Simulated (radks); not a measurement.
# Atomic calculation for V²⁺

- system: V²⁺ (Z = 23, 21 electrons) in the configuration [Ar] 3d3 (high spin).
- method: non-relativistic Kohn-Sham, Slater X-alpha with alpha = 0.959, spin-polarised, spherical densities, point nucleus (the in-house radial solver radks)

## Summary

| quantity | value |
| --- | --- |
| outcome | converged |
| total energy | −957.166982 hartree |
| kinetic energy | 957.166982 hartree |
| electron–nucleus energy | −2245.1659 hartree |
| Hartree energy | 390.503340 hartree |
| exchange–correlation energy | −59.671424 hartree |
| radius at density 0.001 e/bohr³ | 2.93 bohr |
| SCF iterations | 14 |
| hardware | 1 CPU thread, shared host |

## Input
```
Z 23
configuration [Ar] 3d3
relativity non-relativistic
functional xalpha 0.959
spin polarised
nucleus point
```

Energies in input and log are in hartree, lengths in bohr.

## Output
```
1s      1   1.0000        -198.67716398
2s      1   1.0000         -23.16935100
2p      1   3.0000         -19.83239656
3s      1   1.0000          -3.42948939
3p      1   3.0000          -2.49642310
3d      1   3.0000          -1.01132990
1s      2   1.0000        -198.67848551
2s      2   1.0000         -23.09361385
2p      2   3.0000         -19.77505217
3s      2   1.0000          -3.23804346
3p      2   3.0000          -2.30745480
3d      2   0.0000          -0.82932006
Etot -957.1669824519861
Ekin 957.1669824331685
Encl -2245.1658814394796
Eh 390.50334019967386
Exc -59.671423645348796
err 2.795769986718839e-09
it 14
```

## Orbitals

```tsv
orbital	occupation	energy (eV)	⟨r⟩ (bohr)	outer maximum (bohr)
1s down	1	−5406.3	0.06685	0.0440
1s up	1	−5406.3	0.06685	0.0440
2s up	1	−630.470	0.3088	0.256
2s down	1	−628.409	0.3081	0.256
2p up	3	−539.667	0.2721	0.207
2p down	3	−538.107	0.2713	0.207
3s up	1	−93.321	0.9403	0.816
3s down	1	−88.112	0.9431	0.817
3p up	3	−67.931	0.9908	0.832
3p down	3	−62.789	0.9958	0.834
3d up	3	−27.520	1.191	0.844
3d down	0	−22.567	1.228	0.854
```

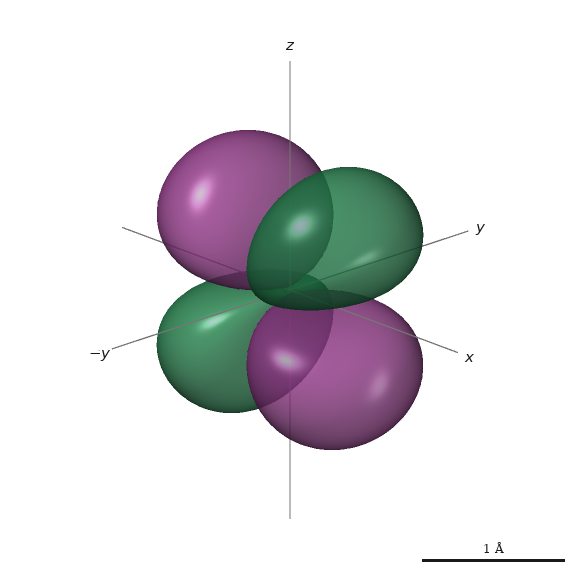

*One occupied orbital of up spin is shown. The surface of constant |ψ| that holds about 90 % of the electron is drawn, green where ψ is positive and pink where it is negative. The radial function comes from the spherical calculation and is multiplied by a real spherical harmonic; the overall sign is chosen so that the largest lobe of P(r) is positive.*

It is 3d(xz) of up spin. It has the nodal planes xy and yz and no radial node. The maximum of P² lies at 0.844 bohr, ⟨r⟩ = 1.19 bohr, 90 % of the charge lies within 1.99 bohr, and the eigenvalue is −27.5 eV, with 3 electrons in the shell for this spin.

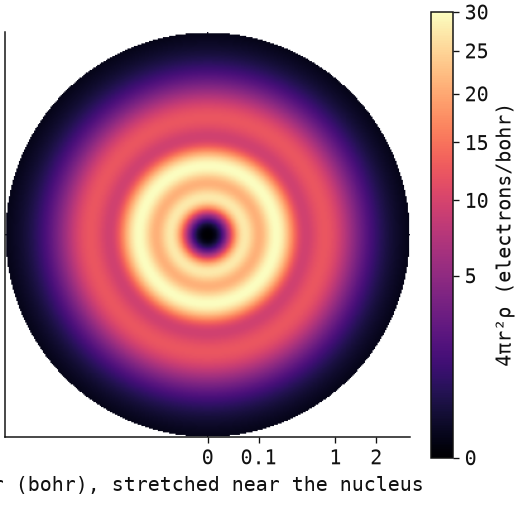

*The radial density 4πr²ρ as a disc about the nucleus, with the radius drawn as r to the power 0.4.*

There are 3 maxima, at r = 0.0467, 0.214 and 0.813 bohr, parted by minima at 0.103 and 0.524 bohr, inside which lie 2.1 and 10.5 electrons.
